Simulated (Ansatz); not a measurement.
# GaSb: how the settings move a single-point run

Question: which choices in the input matter for GaSb?

Program: Ansatz 0.2.0. Level of theory: reference: DFT, PBEsol, plane waves, PAW. These are calculated values, not measurements.

2 further runs of the same task are left out: 1 for a known fault of the program, 1 that didn't finish.

## 1. The system as given

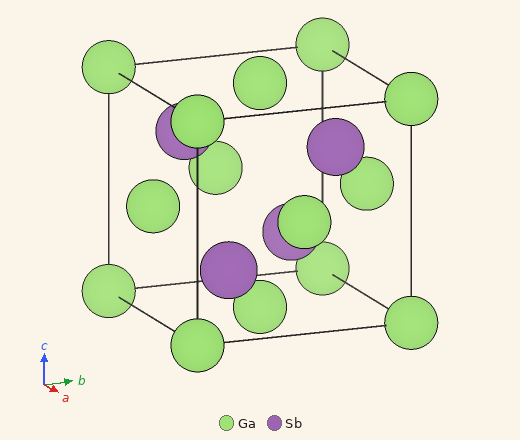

Start, viewed slightly off an axis; gallium green, antimony purple. Atoms on the faces are drawn again on the opposite ones. The cell drawn here is the conventional one.

As a file:

```cif
data_structure
_symmetry_space_group_name_H-M 'F-43m'
_symmetry_Int_Tables_number 216
_cell_length_a 6.1318
_cell_length_b 6.1318
_cell_length_c 6.1318
_cell_angle_alpha 90.000
_cell_angle_beta 90.000
_cell_angle_gamma 90.000
_cell_volume 230.54
loop_
_atom_site_label
_atom_site_type_symbol
_atom_site_symmetry_multiplicity
_atom_site_Wyckoff_symbol
_atom_site_fract_x
_atom_site_fract_y
_atom_site_fract_z
_atom_site_occupancy
Ga1 Ga 4 a 0.00000 0.00000 0.00000 1
Sb1 Sb 4 d 0.25000 0.25000 0.75000 1
```

## 2. The reference run

File input.yaml:

```yaml
crystal:
  lattice:
    - [0.0, 3.0658787993, 3.0658787993]
    - [3.0658787993, 0.0, 3.0658787993]
    - [3.0658787993, 3.0658787993, 0.0]
  atoms:
    - { symbol: Ga, position: [0.0, 0.0, 0.0] }
    - { symbol: Sb, position: [0.25, 0.25, 0.25] }
kpoints:
  mp_grid: { grid: [6, 6, 6] }
hamiltonian:
  xc: pbesol
scf:
  occupations: { method: fermi_dirac, width: 0.02 }
  n_extra_bands: 4
output:
  forces: true
  stress: true
  eigenvalues: true
```

Started as:

```sh
$ ansatz run input.yaml --threads 4 --pin off --max-ram 3686MiB --backend cpu --events-out ev --progress --plain --runs-dir out
```

The main lines of its log:

```text
[...]
Basis set: ecut = 420 eV, 1139 PW (Γ), exchange–correlation on 60×60×60 points (8 copies of the dense FFT grid, shifted against one another)
[...]
k-points: 16 of 216 (time reversal used)
[...]
SCF iter   1: F=—  HF=-10151.503612 eV  |F-HF|=—  |Δ(HF+E_count)|=         —  Δρ=2.30e-3  dr2=3.73e-3  ethr=1.77e-3  ⟨swp⟩=6.1  Hψ=1471  notcnv=0
preconditioner: auto → none  [insulator: Δε(μ)=0.324 eV  Ē_g=14.470 eV  σ=0.020 eV  W_gap=0.67  n_scr=14 (ndim 8)  ℏωp=20.8 eV  f_vac=0.093  D(μ)=0.31/eV (n_scr^D=0)  ε∞_Penn≈3.1]
SCF iter   2: F=—  HF=-10151.500916 eV  |F-HF|=—  |Δ(HF+E_count)|=   2.70e-3  Δρ=1.05e-3  dr2=4.49e-4  ethr=1.33e-5  ⟨swp⟩=2.0  Hψ=619  notcnv=0
[...]
SCF iter   5: F=—  HF=-10151.501055 eV  |F-HF|=—  |Δ(HF+E_count)|=   1.92e-6  Δρ=3.30e-5  dr2=6.57e-7  ethr=3.27e-8  ⟨swp⟩=2.0  Hψ=433  notcnv=0
SCF iter   6: F=-10151.501055 eV  HF=-10151.501055 eV  |F-HF|=5.31e-9  |Δ(HF+E_count)|=   1.85e-7  Δρ=6.30e-6  dr2=2.08e-8  ethr=3.57e-10  ⟨swp⟩=6.1  Hψ=1401  notcnv=0
[...]
SCF converged after 6 iterations
Free energy (F): -10151.501055 eV
[...]
E sigma→0 (E₀):  -10151.500872 eV
[...]
Fermi energy:    7.499272 eV
[...]
  P = ⅓ Tr σ = -0.3958 GPa (-3.958 kbar)
[...]
```

It took 0.67 s on 4 threads of an x86-64 CPU, shared host; peak memory 0.45 GiB.

## 3. Changed: ecutwfc 500

input.yaml: that of step 2 with these lines changed.

```diff
@@ -19 +19,3 @@
   eigenvalues: true
+basis:
+  ecutwfc: 500
```

Started as:

```sh
$ ansatz run input.yaml --threads 4 --pin off --max-ram 3686MiB --backend cpu --events-out ev --progress --plain --runs-dir out
```

Standard output:

```text
Warning: RAYON_NUM_THREADS=4 ignored (pool sized by the plan → 4); use --threads N
scf.n_extra_bands = 4 over 14 filled bands (N_el = 28.0): the run solves 18 bands
Engine: ansatz 0.2.0, x86_64-unknown-linux-gnu
Pseudopotentials: kind: paw
Pseudopotential: Ga, paw, valence charge 13, recommended cutoff 420 eV (normal), Ga.paw.azcp
Pseudopotential: Sb, paw, valence charge 15, recommended cutoff 420 eV (normal), Sb.paw.azcp
Functional definition: PBEsol
  exchange = pbesol_x
  correlation = pbesol_c
Crystal: 2 atoms, lattice volume = 57.636 Å³
Basis set: ecut = 500 eV, 1459 PW (Γ), exchange–correlation on 64×64×64 points (8 copies of the dense FFT grid, shifted against one another)
Bands: 18, of which v1, the nominal top of the filled ones, is band 14 counted from 1 (13 counted from 0)
Symmetry: 24 space group operations
Space group: F-43m (ITA 216), of the structure as read, at distance tolerance 3.9e-5 Å
k-points: 16 of 216 (time reversal used)
Non-local potential: Ga, projectors of the file, l = 0: 2, l = 1: 2, l = 2: 3, l = 3: 1
Non-local potential: Sb, projectors of the file, l = 0: 2, l = 1: 2, l = 2: 2, l = 3: 2
PAW form: soft (Blöchl's): semilocal exchange-correlation on the pseudo side does not see the compensation charge
PAW frozen core: Ga, regenerated for the run's functional, and the local potential with it (the file was generated under x = pbe(κ = 0.804, μ = 0.2195149727645171), c = pbe(β = 0.06672455060314922))
PAW frozen core: Sb, regenerated for the run's functional, and the local potential with it (the file was generated under x = pbe(κ = 0.804, μ = 0.2195149727645171), c = pbe(β = 0.06672455060314922))
PAW one-centre angular grid: Ga, 590 points (default); XC on 64 Gauss nodes
PAW one-centre angular grid: Sb, 590 points (default); XC on 64 Gauss nodes
Initial density: superposition of atomic densities (neutral atoms: chi_scale 0, normalization atom), corrected by the library's trained network
Initial wavefunctions: pseudopotential atomic-orbital guess
Functional: x = pbesol(κ = 0.804, μ = 0.12345679012345678), c = pbesol(β = 0.046)
SCF iter   1: F=—  HF=-10151.506159 eV  |F-HF|=—  |Δ(HF+E_count)|=         —  Δρ=2.27e-3  dr2=3.66e-3  ethr=1.77e-3  ⟨swp⟩=6.1  Hψ=1503  notcnv=0
preconditioner: auto → none  [insulator: Δε(μ)=0.324 eV  Ē_g=14.470 eV  σ=0.020 eV  W_gap=0.67  n_scr=14 (ndim 8)  ℏωp=20.8 eV  f_vac=0.096  D(μ)=0.31/eV (n_scr^D=0)  ε∞_Penn≈3.1]
SCF iter   2: F=—  HF=-10151.503350 eV  |F-HF|=—  |Δ(HF+E_count)|=   2.81e-3  Δρ=1.07e-3  dr2=4.54e-4  ethr=1.31e-5  ⟨swp⟩=2.0  Hψ=624  notcnv=0
SCF iter   3: F=—  HF=-10151.503464 eV  |F-HF|=—  |Δ(HF+E_count)|=   1.13e-4  Δρ=2.32e-4  dr2=2.51e-5  ethr=1.62e-6  ⟨swp⟩=2.0  Hψ=519  notcnv=0
SCF iter   4: F=—  HF=-10151.503473 eV  |F-HF|=—  |Δ(HF+E_count)|=   9.29e-6  Δρ=1.42e-4  dr2=6.98e-6  ethr=8.96e-8  ⟨swp⟩=2.0  Hψ=513  notcnv=0
SCF iter   5: F=—  HF=-10151.503472 eV  |F-HF|=—  |Δ(HF+E_count)|=   1.57e-6  Δρ=3.07e-5  dr2=6.66e-7  ethr=2.49e-8  ⟨swp⟩=2.0  Hψ=433  notcnv=0
SCF iter   6: F=-10151.503471 eV  HF=-10151.503471 eV  |F-HF|=1.69e-8  |Δ(HF+E_count)|=   1.26e-7  Δρ=6.43e-6  dr2=2.02e-8  ethr=3.57e-10  ⟨swp⟩=6.3  Hψ=1493  notcnv=0
SCF 1 converged in 6 iterations: F = -10151.503471 eV  dr2 = 2.02e-8
SCF converged after 6 iterations
Free energy (F): -10151.503471 eV
Harris-Foulkes:  -10151.503471 eV  (|F-HF|=1.69e-8)
Internal energy: -10151.503105 eV  (E = F + TS)
E sigma→0 (E₀):  -10151.503288 eV
Entropy (-TS):   -0.000366 eV (-0.183 meV/atom)
Fermi energy:    7.499068 eV
--- Per-component energies (eV) ---
  E_band       = -266.344958
  E_kinetic    = 323.370839
  E_local      = -3926.327181  (includes V_loc(G=0)·N_el)
  E_nonlocal   = 790.523627
  E_hartree    = 1803.672765
  E_xc         = -205.676656
  E_vxc        = -154.325859  (∫ρ·V_xc dr)
  E_paw        = -6449.937667  (= ΣΔE_a)
  E_vpaw       = -906.927734  (= ΣTr[D̂ρ^β])
  E_aug_tail   = -0.000044  (compensation charges beyond the density's cutoff)
  E_ewald      = -2488.323624
  E_core_change = 1.194835  (= ΣΔE_core)
  E_smearing   = -0.000366  (= −TS)
  E_closure    = 0.000000  (closes the sum)
  Σ components = -10151.503471   (vs F -10151.503471, Δ=0.00e0)
--- Forces (eV/Å), atoms counted from 1 ---
  atom   1  Ga     0.00000000    -0.00000000    -0.00000000
  atom   2  Sb    -0.00000000     0.00000000     0.00000000
  max |Σ_I F_I| component: 9.25e-17 eV/Å
--- Stress (GPa, compression-positive) ---
       -0.397070       0.000000      -0.000000
        0.000000      -0.397070       0.000000
       -0.000000       0.000000      -0.397070
  P = ⅓ Tr σ = -0.3971 GPa (-3.971 kbar)
--- Band table (eV; the first three rows and the last of 16) ---
  k-point 0: bands = ["-21.2006", "-21.2006", "-21.2006", "-21.1809", "-21.1809", "-7.5076", "-7.5076", "-7.5076", "-7.4591", "-7.4591", "-3.9726", "7.4153", "7.4848", "7.4848", "7.4848", "10.2510", "10.2510", "10.2510"]
  k-point 1: bands = ["-21.2005", "-21.1999", "-21.1999", "-21.1807", "-21.1807", "-7.5148", "-7.5045", "-7.5045", "-7.4595", "-7.4595", "-3.6925", "4.7604", "7.0859", "7.0859", "8.4338", "10.7892", "10.7892", "11.3692"]
  k-point 2: bands = ["-21.2002", "-21.1986", "-21.1986", "-21.1803", "-21.1803", "-7.5289", "-7.4990", "-7.4990", "-7.4596", "-7.4596", "-2.9467", "2.3116", "6.5475", "6.5475", "8.0092", "11.2320", "11.2320", "13.8222"]
  k-point 15: bands = ["-21.2015", "-21.1969", "-21.1948", "-21.1818", "-21.1786", "-7.5487", "-7.4876", "-7.4843", "-7.4669", "-7.4585", "-1.5172", "0.7990", "4.3117", "4.4850", "10.0003", "10.2489", "13.5085", "13.5417"]
```

Run time: 0.79 s. Hardware: 4 threads of an x86-64 CPU, shared host; peak memory 0.47 GiB.

Changing the cutoff moves the energy by -1.2 meV/atom. More plane waves (500 against 420 eV) lower the energy, so the reference carries about that much basis error.

## 4. Changed: xc mr2scan

input.yaml: that of step 2 with these lines changed.

```diff
@@ -11,3 +11,3 @@
 hamiltonian:
-  xc: pbesol
+  xc: mr2scan
 scf:
```

Started as:

```sh
$ ansatz run input.yaml --threads 4 --pin off --max-ram 3686MiB --backend cpu --events-out ev --progress --plain --runs-dir out
```

Standard output:

```text
Warning: RAYON_NUM_THREADS=4 ignored (pool sized by the plan → 4); use --threads N
scf.n_extra_bands = 4 over 14 filled bands (N_el = 28.0): the run solves 18 bands
Engine: ansatz 0.2.0, x86_64-unknown-linux-gnu
Pseudopotentials: kind: paw
Pseudopotential: Ga, paw, valence charge 13, recommended cutoff 500 eV (meta_gga), Ga.paw.azcp
Pseudopotential: Sb, paw, valence charge 15, recommended cutoff 500 eV (meta_gga), Sb.paw.azcp
Functional definition: m-r2SCAN
  exchange = m_r2scan_x
  correlation = m_r2scan_c
Crystal: 2 atoms, lattice volume = 57.636 Å³
Basis set: ecut = 500 eV, 1459 PW (Γ), exchange–correlation on 128×128×128 points (64 copies of the dense FFT grid, shifted against one another)
Bands: 18, of which v1, the nominal top of the filled ones, is band 14 counted from 1 (13 counted from 0)
Symmetry: 24 space group operations
Space group: F-43m (ITA 216), of the structure as read, at distance tolerance 3.9e-5 Å
k-points: 16 of 216 (time reversal used)
Non-local potential: Ga, projectors of the file, l = 0: 2, l = 1: 2, l = 2: 3, l = 3: 1
Non-local potential: Sb, projectors of the file, l = 0: 2, l = 1: 2, l = 2: 2, l = 3: 2
PAW form: soft (Blöchl's): semilocal exchange-correlation on the pseudo side does not see the compensation charge
PAW frozen core: Ga, regenerated for the run's functional (the file was generated under x = pbe(κ = 0.804, μ = 0.2195149727645171), c = pbe(β = 0.06672455060314922))
PAW frozen core: Sb, regenerated for the run's functional (the file was generated under x = pbe(κ = 0.804, μ = 0.2195149727645171), c = pbe(β = 0.06672455060314922))
PAW one-centre angular grid: Ga, 590 points (default); XC on 160 Gauss nodes
PAW one-centre angular grid: Sb, 590 points (default); XC on 160 Gauss nodes
Initial density: superposition of atomic densities (neutral atoms: chi_scale 0, normalization atom), corrected by the library's trained network
Initial wavefunctions: pseudopotential atomic-orbital guess
Functional: x = mr2scan, c = mr2scan; τ floored in thin density (d = 2e-4 eV/Å³)
SCF iter   1: F=—  HF=-10289.830429 eV  |F-HF|=—  |Δ(HF+E_count)|=         —  Δρ=7.81e-3  dr2=1.41e-2  dr2_τ=3.24e-3  ethr=1.77e-3  ⟨swp⟩=6.1  Hψ=1523  notcnv=0
preconditioner: auto → none  [insulator: Δε(μ)=0.341 eV  Ē_g=15.354 eV  σ=0.020 eV  W_gap=1.00  n_scr=14 (ndim 8)  ℏωp=20.8 eV  f_vac=0.096  D(μ)=0.00/eV (n_scr^D=0)  ε∞_Penn≈2.8]
SCF iter   2: F=—  HF=-10289.839334 eV  |F-HF|=—  |Δ(HF+E_count)|=   8.90e-3  Δρ=2.12e-3  dr2=1.95e-3  dr2_τ=3.71e-5  ethr=5.04e-5  ⟨swp⟩=3.0  Hψ=674  notcnv=0
SCF iter   3: F=—  HF=-10289.838846 eV  |F-HF|=—  |Δ(HF+E_count)|=   4.87e-4  Δρ=1.70e-3  dr2=5.32e-4  dr2_τ=8.11e-6  ethr=6.96e-6  ⟨swp⟩=2.0  Hψ=496  notcnv=0
SCF iter   4: F=—  HF=-10289.839083 eV  |F-HF|=—  |Δ(HF+E_count)|=   2.37e-4  Δρ=3.32e-4  dr2=2.26e-5  dr2_τ=6.26e-7  ethr=1.90e-6  ⟨swp⟩=2.6  Hψ=354  notcnv=0
SCF iter   5: F=—  HF=-10289.839087 eV  |F-HF|=—  |Δ(HF+E_count)|=   4.56e-6  Δρ=3.45e-5  dr2=6.70e-7  dr2_τ=9.22e-9  ethr=8.06e-8  ⟨swp⟩=3.0  Hψ=517  notcnv=0
SCF iter   6: F=-10289.839087 eV  HF=-10289.839087 eV  |F-HF|=4.67e-9  |Δ(HF+E_count)|=   1.50e-7  Δρ=7.78e-6  dr2=2.12e-8  dr2_τ=5.87e-10  ethr=3.57e-10  ⟨swp⟩=6.9  Hψ=1478  notcnv=0
SCF 1 converged in 6 iterations: F = -10289.839087 eV  dr2 = 2.12e-8
SCF converged after 6 iterations
Free energy (F): -10289.839087 eV
Harris-Foulkes:  -10289.839087 eV  (|F-HF|=4.67e-9)
Internal energy: -10289.839087 eV  (E = F + TS)
E sigma→0 (E₀):  -10289.839087 eV
Entropy (-TS):   -0.000000 eV (-0.000 meV/atom)
Fermi energy:    7.655397 eV
--- Per-component energies (eV) ---
  E_band       = -281.531152
  E_kinetic    = 321.435479
  E_local      = -3926.242393  (includes V_loc(G=0)·N_el)
  E_nonlocal   = 790.376046
  E_hartree    = 1808.977898
  E_xc         = -189.200813
  E_vxc        = -161.579604  (∫ρ·V_xc dr)
  E_paw        = -6606.714602  (= ΣΔE_a)
  E_vpaw       = -933.520792  (= ΣTr[D̂ρ^β])
  E_aug_tail   = -0.000046  (compensation charges beyond the density's cutoff)
  E_vtau       = 10.050977  (kinetic-family band-sum trace: ∫τ·v_τ [+ j·A + Jᵃ·Aᵃ] dr)
  E_ewald      = -2488.323624
  E_core_change = -0.147033  (= ΣΔE_core)
  E_smearing   = -0.000000  (= −TS)
  E_closure    = -0.000000  (closes the sum)
  Σ components = -10289.839087   (vs F -10289.839087, Δ=0.00e0)
--- Forces (eV/Å), atoms counted from 1 ---
  atom   1  Ga     0.00000000    -0.00000000    -0.00000000
  atom   2  Sb    -0.00000000    -0.00000000    -0.00000000
  max |Σ_I F_I| component: 1.85e-17 eV/Å
--- Stress (GPa, compression-positive) ---
       -0.009598      -0.000000      -0.000000
       -0.000000      -0.009598       0.000000
       -0.000000       0.000000      -0.009598
  P = ⅓ Tr σ = -0.0096 GPa (-0.096 kbar)
--- Band table (eV; the first three rows and the last of 16) ---
  k-point 0: bands = ["-22.0379", "-22.0379", "-22.0379", "-22.0135", "-22.0135", "-8.0371", "-8.0371", "-8.0371", "-7.9818", "-7.9818", "-4.4388", "7.4374", "7.4374", "7.4374", "7.8514", "10.4296", "10.4296", "10.4296"]
  k-point 1: bands = ["-22.0377", "-22.0371", "-22.0371", "-22.0133", "-22.0133", "-8.0448", "-8.0337", "-8.0337", "-7.9822", "-7.9822", "-4.1433", "4.7448", "7.0220", "7.0220", "8.7288", "10.9951", "10.9951", "11.7374"]
  k-point 2: bands = ["-22.0373", "-22.0356", "-22.0356", "-22.0128", "-22.0128", "-8.0596", "-8.0276", "-8.0276", "-7.9824", "-7.9824", "-3.3553", "2.1506", "6.4557", "6.4557", "8.3091", "11.4764", "11.4764", "14.3335"]
  k-point 15: bands = ["-22.0388", "-22.0336", "-22.0312", "-22.0144", "-22.0108", "-8.0809", "-8.0150", "-8.0116", "-7.9902", "-7.9810", "-1.8270", "0.5416", "4.1633", "4.3418", "10.2712", "10.5591", "13.9322", "13.9919"]
```

It took 1.5 s on 4 threads of an x86-64 CPU, shared host; peak memory 0.59 GiB.

After a change of functional the difference of the totals has no physical meaning; the pressure goes from -0.4 to 0.0 GPa and a gap of 0.41 eV opens on the mesh.

## 5. Comparison

| run | ending | energy change | pressure (GPa) | gap (eV) | force (eV/Å) | cycles | time |
| --- | --- | --- | --- | --- | --- | --- | --- |
| reference | converged | 0 | -0.4 | 0.00 | 0.00 | 6 | 0.67 s |
| 1: ecutwfc 500 | converged | -1.2 meV/atom | -0.4 | 0.00 | 0.00 | 6 | 0.79 s |
| 2: xc mr2scan | converged | not comparable | 0.0 | 0.41 | 0.00 | 6 | 1.5 s |

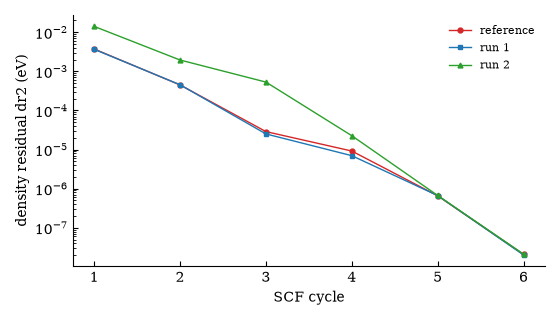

Residual by cycle in the longest SCF loop of each run; runs are numbered as in the table.

What this shows: «ecutwfc 500» moves the energy by -1.2 meV/atom. The pressure spans -0.4 to 0.0 GPa over the reference and the converged variants. The gap spans 0.00 to 0.41 eV over the reference and the converged variants. Semilocal functionals close small gaps, so the missing gap need not be the real solid's.
